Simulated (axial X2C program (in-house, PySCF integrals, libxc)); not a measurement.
**Linear NGeO at several levels**

Aim: the two bond lengths and stretching wavenumbers of linear NGeO, with and without spin–orbit coupling, at PBE0, LDA.

Computed with an in-house X2C program for linear molecules on PySCF integrals. Level: all-electron X2C, two-component (2c) or spin-free, N dyall-av3z, Ge dyall-v3z, O dyall-av3z.

All values are calculated.

2 further runs of the same task are left out: 2 set aside as unsound or not needed.

### 1 Set-up

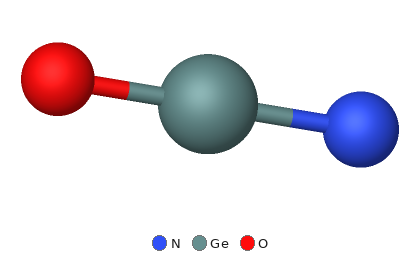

The atoms on one line, bonds 1.710 and 1.680 Å (nitrogen blue, germanium teal, oxygen red).

task.json reads:

```json
{"zs": [7, 32, 8], "q": 0, "bas": ["dyall-av3z", "dyall-v3z", "dyall-av3z"], "r0": [1.71, 1.68], "symm": 0, "scan": ["PBE0", "HF", "LDA"], "levels": ["PBE0", "HF", "PBE"], "nst": 2}
```

Keys: zs atomic numbers; q charge; bas basis sets; r0 starting distance in Å; symm equal bonds; scan levels of the two-bond scan; levels methods; nst determinants followed.

On the command line:

```
python solin.py task.json out
```

Masses N 14.003, Ge 73.921, O 15.995 u.

### 2 Scan at PBE0, 2c

State: Ω = 3/2 (beyond evenly filled blocks: ω = 3/2). Energies above the lowest point, from the job's result record:

| r(N–Ge) (Å) | r(Ge–O) (Å) | E (meV) |
| --- | --- | --- |
| 1.6799 | 1.5736 | 67.56 |
| 1.6799 | 1.6140 | 26.74 |
| 1.6799 | 1.6543 | 64.27 |
| 1.7230 | 1.5736 | 40.13 |
| 1.7230 | 1.6140 | 0.00 |
| 1.7230 | 1.6543 | 38.46 |
| 1.7230 | 1.6947 | 138.64 |
| 1.7661 | 1.5736 | 67.58 |
| 1.7661 | 1.6140 | 27.85 |
| 1.7661 | 1.6543 | 66.87 |
| 1.8092 | 1.6140 | 98.08 |
| 1.8092 | 1.6947 | 238.79 |

A quadratic surface with cubic terms in each bond gives the minimum at 1.721 and 1.613 Å, force constants 4.75, 7.77 and coupling 0.05 mdyn/Å.

### 3 Scan at LDA, 2c

State: Ω = 3/2 (beyond evenly filled blocks: ω = 3/2). Energies above the lowest point, from the job's result record:

| r(N–Ge) (Å) | r(Ge–O) (Å) | E (meV) |
| --- | --- | --- |
| 1.6799 | 1.5736 | 65.65 |
| 1.6799 | 1.6140 | 6.90 |
| 1.6799 | 1.6543 | 22.57 |
| 1.7230 | 1.5736 | 56.38 |
| 1.7230 | 1.6140 | 0.00 |
| 1.7230 | 1.6543 | 18.49 |
| 1.7230 | 1.6947 | 95.30 |
| 1.7661 | 1.5736 | 98.37 |
| 1.7661 | 1.6140 | 43.78 |
| 1.7661 | 1.6543 | 64.47 |
| 1.8092 | 1.6140 | 127.05 |
| 1.8092 | 1.6947 | 230.91 |

A quadratic surface with cubic terms in each bond gives the minimum at 1.706 and 1.624 Å, force constants 4.76, 6.98 and coupling 0.20 mdyn/Å.

### 4 Scan at PBE0, spin-free

State: M_S = 1/2, Λ = 1 (beyond evenly filled blocks: π+α, π+β, π-α). Energies above the lowest point, from the job's result record:

| r(N–Ge) (Å) | r(Ge–O) (Å) | E (meV) |
| --- | --- | --- |
| 1.6799 | 1.5736 | 66.96 |
| 1.6799 | 1.6140 | 26.63 |
| 1.6799 | 1.6543 | 64.52 |
| 1.7230 | 1.5736 | 39.55 |
| 1.7230 | 1.6140 | 0.00 |
| 1.7230 | 1.6543 | 38.93 |
| 1.7230 | 1.6947 | 139.46 |
| 1.7661 | 1.5736 | 66.96 |
| 1.7661 | 1.6140 | 27.87 |
| 1.7661 | 1.6543 | 67.44 |
| 1.8092 | 1.6140 | 98.07 |
| 1.8092 | 1.6947 | 239.93 |

A quadratic surface with cubic terms in each bond gives the minimum at 1.721 and 1.613 Å, force constants 4.75, 7.77 and coupling 0.06 mdyn/Å.

### 5 The levels side by side

| level | r(N–Ge) (Å) | r(Ge–O) (Å) | lower stretch (cm⁻¹) | upper stretch (cm⁻¹) |
| --- | --- | --- | --- | --- |
| PBE0, 2c | 1.721 | 1.613 | 797.7 | 1024.2 |
| LDA, 2c | 1.706 | 1.624 | 799.5 | 968.6 |
| PBE0, spin-free | 1.721 | 1.613 | 797.6 | 1023.7 |
| LDA, spin-free | 1.706 | 1.623 | 799.7 | 968.1 |

Scans not shown above were run alike.

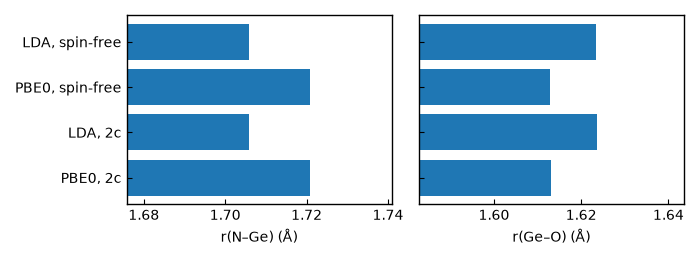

The two bond lengths by level.

What this shows: Over the levels the N–Ge bond spans 1.706 to 1.721 Å and the Ge–O bond 1.613 to 1.624 Å. At PBE0 spin–orbit coupling leaves both bonds unchanged to 0.001 Å. Each state is one determinant, the lowest of a limited PBE0 search; the stretches come from a fit to few points and are good to some per cent at best. The molecule was held linear; bending was not examined, so a bent shape may lie lower. Note: functional without a current term on a determinant with orbital currents, of the molecule or an atom.
